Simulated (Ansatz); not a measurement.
A series of calculations on C3H4OS2

**1. Relaxation**

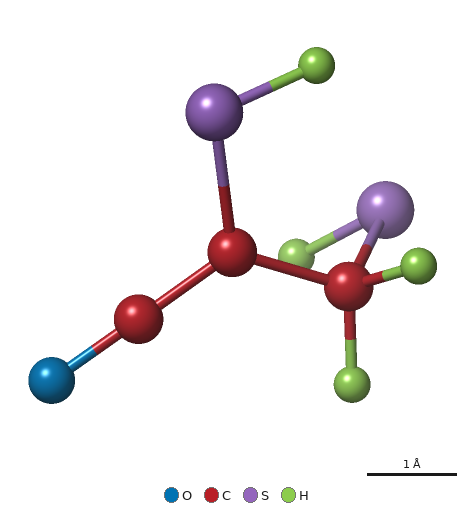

C3H4OS2, before the relaxation. Style: ball-and-stick. Shown from a free direction.

The run prepares an end point of a later path (torsion) calculation, from a guessed geometry.

All numbers below come from RHF/def2-SVP in Ansatz 0.2.0.

Input
```yaml
crystal:
  periodic: [false, false, false]
  atoms:
    - { symbol: O, position_ang: [-0.397, -2.6784, 1.1578] }
    - { symbol: C, position_ang: [-0.2718, -1.7025, 0.4528] }
    - { symbol: C, position_ang: [-0.1198, -0.6419, -0.3002] }
    - { symbol: S, position_ang: [0.6738, -0.8788, -1.873] }
    - { symbol: C, position_ang: [-0.5392, 0.7161, 0.1128] }
    - { symbol: S, position_ang: [0.8689, 1.78, 0.6046] }
    - { symbol: H, position_ang: [0.8784, 0.3947, -2.1762] }
    - { symbol: H, position_ang: [-1.042, 1.2347, -0.6914] }
    - { symbol: H, position_ang: [-1.2235, 0.6857, 1.025] }
    - { symbol: H, position_ang: [1.2553, 1.0392, 1.6907] }
basis:
  gaussian: { orbitals: def2-SVP }
hamiltonian:
  xc: hf
relax:
  f_tol: 0.015
  max_steps: 40
```

Launched with:
```bash
ansatz run input.yaml --threads 2 --pin off --max-ram 3072MiB --backend cpu --events-out ev --progress --plain --runs-dir out
```

Q: Where does the relaxation end?

A: The energy falls by 68.2 kJ/mol in 10 accepted moves (11 points after the start). The largest force component goes from 5.3 to 0.0057 eV/Å. The line search rejected the trial step at point 7 of the run. The atom that moves furthest after the best rigid fit is H7 (1.04 Å). By element the largest moves are H 1.04 Å, S 0.40 Å, O 0.27 Å, C 0.18 Å. Among the contacts that change: O1–C2 1.210 → 1.136 Å, C5–H9 1.141 → 1.089 Å, S6–H10 1.370 → 1.335 Å, C3–C5 1.480 → 1.505 Å. Bond angles that change, for instance: S6–C5–H9 105.2° → 109.2°, S4–C3–C5 119.7° → 122.1°. Groups turn about C3–S4 by about 70°.

History of the run:

```json
{"step": "0", "E − E(0), kJ/mol": "0.00", "largest force component, eV/Å": "5.2980", "note": ""}
{"step": "1", "E − E(0), kJ/mol": "-39.93", "largest force component, eV/Å": "1.1464", "note": ""}
{"step": "2", "E − E(0), kJ/mol": "-48.15", "largest force component, eV/Å": "1.2613", "note": ""}
{"step": "3", "E − E(0), kJ/mol": "-56.41", "largest force component, eV/Å": "0.5660", "note": ""}
{"step": "4", "E − E(0), kJ/mol": "-61.31", "largest force component, eV/Å": "0.7583", "note": ""}
{"step": "5", "E − E(0), kJ/mol": "-65.58", "largest force component, eV/Å": "0.2738", "note": ""}
{"step": "6", "E − E(0), kJ/mol": "-65.82", "largest force component, eV/Å": "0.6065", "note": ""}
{"step": "7", "E − E(0), kJ/mol": "-65.25", "largest force component, eV/Å": "0.7891", "note": "rejected"}
{"step": "8", "E − E(0), kJ/mol": "-68.08", "largest force component, eV/Å": "0.1226", "note": ""}
{"step": "9", "E − E(0), kJ/mol": "-68.17", "largest force component, eV/Å": "0.0335", "note": ""}
{"step": "10", "E − E(0), kJ/mol": "-68.18", "largest force component, eV/Å": "0.0186", "note": ""}
{"step": "11", "E − E(0), kJ/mol": "-68.18", "largest force component, eV/Å": "0.0057", "note": ""}
```

The structure at the end:

```xyz
10

O    -0.3495   -2.6701    0.8925
C    -0.2806   -1.6913    0.3196
C    -0.2172   -0.5598   -0.3518
S     0.3544   -0.6850   -2.0272
C    -0.6390    0.7519    0.2547
S     0.7247    1.9417    0.5228
H     1.6090   -0.2593   -1.8450
H    -1.3171    1.2662   -0.4247
H    -1.1708    0.5990    1.1925
H     1.3691    1.2555    1.4695
```

The end point in the same view:

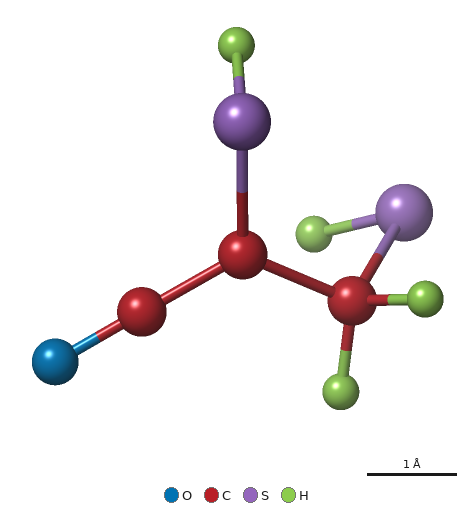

**2. Relaxation**

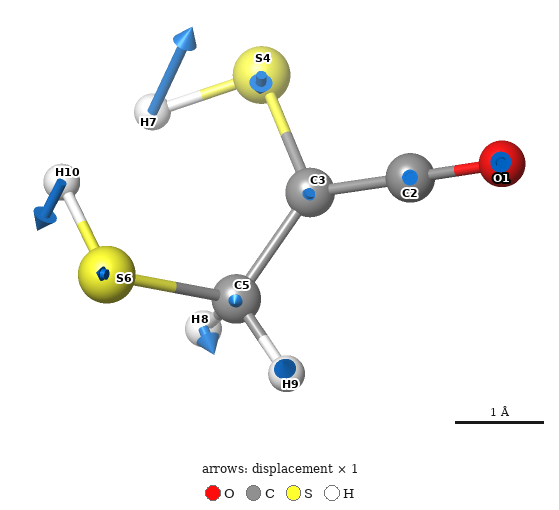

A relaxation of C$_{3}$H$_{4}$OS$_{2}$. The starting structure is drawn; blue arrows show the displacements, at their true length. The two geometries are superimposed by the best rigid fit.

A ball-and-stick model, seen at a tilt.

The run prepares an end point of a later path (torsion) calculation, from a guessed geometry.

Level of theory: RHF/def2-SVP (Ansatz 0.2.0).

Input file:
```yaml
crystal:
  periodic: [false, false, false]
  atoms:
    - { symbol: O, position_ang: [-0.397, -2.6784, 1.1578] }
    - { symbol: C, position_ang: [-0.2718, -1.7025, 0.4528] }
    - { symbol: C, position_ang: [-0.1198, -0.6419, -0.3002] }
    - { symbol: S, position_ang: [0.6738, -0.8788, -1.873] }
    - { symbol: C, position_ang: [-0.5392, 0.7161, 0.1128] }
    - { symbol: S, position_ang: [0.8689, 1.78, 0.6046] }
    - { symbol: H, position_ang: [0.8784, 0.3947, -2.1762] }
    - { symbol: H, position_ang: [-1.042, 1.2347, -0.6914] }
    - { symbol: H, position_ang: [-1.2235, 0.6857, 1.025] }
    - { symbol: H, position_ang: [1.57668, 1.65523, -0.5621] }
basis:
  gaussian: { orbitals: def2-SVP }
hamiltonian:
  xc: hf
relax:
  f_tol: 0.015
  max_steps: 40
```

Launched with:
```bash
ansatz run input.yaml --threads 2 --pin off --max-ram 3072MiB --backend cpu --events-out ev --progress --plain --runs-dir out
```

**Atoms of which element are displaced furthest, and by how much?**

Hydrogen: up to 1.29 Å, against 0.35 Å for sulfur.

**Describe the change and its energy.**

H7 moves most after the best rigid fit: 1.29 Å. Largest moves by element: H 1.29 Å, S 0.35 Å, O 0.29 Å, C 0.16 Å. Among the contacts that change: O1–C2 1.210 → 1.136 Å, C5–H9 1.141 → 1.090 Å, S6–H10 1.370 → 1.334 Å, C3–C5 1.480 → 1.507 Å. Bond angles that change, for instance: S4–C3–C5 119.7° → 122.1°, S6–C5–H8 106.2° → 108.4°, C3–C5–S6 112.9° → 115.1°. Groups turn about C3–S4 by about 75°. Over 13 geometry steps the energy falls by 0.796 eV. The largest force component goes from 5.4 to 0.011 eV/Å.

**3. Path**

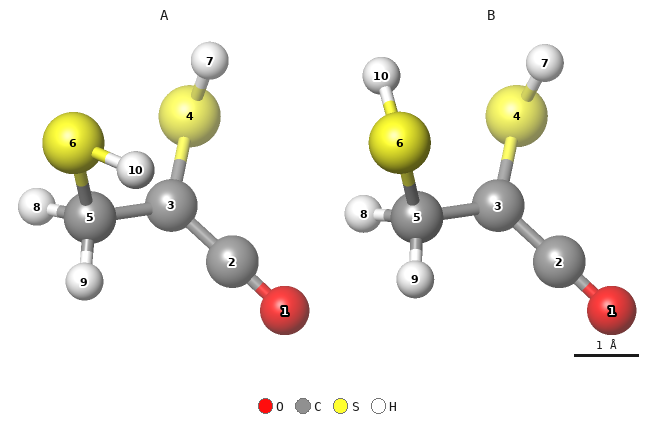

The two relaxed end points of a path for C3H4OS2. The picture is a ball-and-stick view, seen from a free direction.

Level of theory: Ansatz 0.2.0, RHF/def2-SVP.

Settings: 5 movable images; climbing image; force threshold 0.05 eV/Å; iteration limit 60.

Start:
```xyz
10

O    -0.3297   -2.6660    0.9121
C    -0.2665   -1.6913    0.3316
C    -0.2096   -0.5648   -0.3486
S     0.3742   -0.6982   -2.0193
C    -0.6478    0.7476    0.2443
S     0.7025    1.9527    0.5114
H     1.6234   -0.2589   -1.8324
H    -1.3264    1.2498   -0.4437
H    -1.1843    0.5973    1.1798
H     1.3473    1.2806    1.4678
```

End:
```xyz
10

O    -0.6857   -2.8429    0.6005
C    -0.4569   -1.8036    0.2039
C    -0.2042   -0.5996   -0.2661
S     0.6063   -0.5381   -1.8432
C    -0.6023    0.6486    0.4782
S     0.7913    1.6541    1.1071
H     1.8695   -0.4044   -1.4215
H    -1.2255    1.2799   -0.1519
H    -1.1872    0.3953    1.3618
H     1.1779    2.1596   -0.0657
```

### What barrier does the band find between them, and by what path?

The highest point, image 2, lies 0.144 eV above the start and 0.127 eV above the end; the end is at +0.016 eV relative to the start. The motion is a rotation about the C5–S6 bond by about 140°. No bond forms or breaks between the ends. Bond angles that change up to the highest image, for instance: S6–C5–H8 104.4° → 107.6°, S6–C5–H9 109.2° → 106.6°. The band is converged. At the top, the vibrational analysis gives one imaginary mode (279i cm⁻¹), as a transition state must have.

Energies of the converged images:

```tsv
image	path (Å)	E (eV)
0	0.00	0.000
1	0.59	0.058
2	1.18	0.144
3	1.63	0.098
4	2.08	0.048
5	2.53	0.026
6	2.97	0.016
```

The geometry at the top of the path:

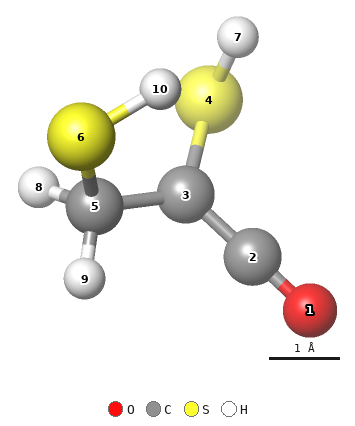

Cost: 80 s on 2 threads of Intel(R) Xeon(R) Platinum 8488C (Sapphire Rapids), on a shared host, peak memory 0.26 GiB.
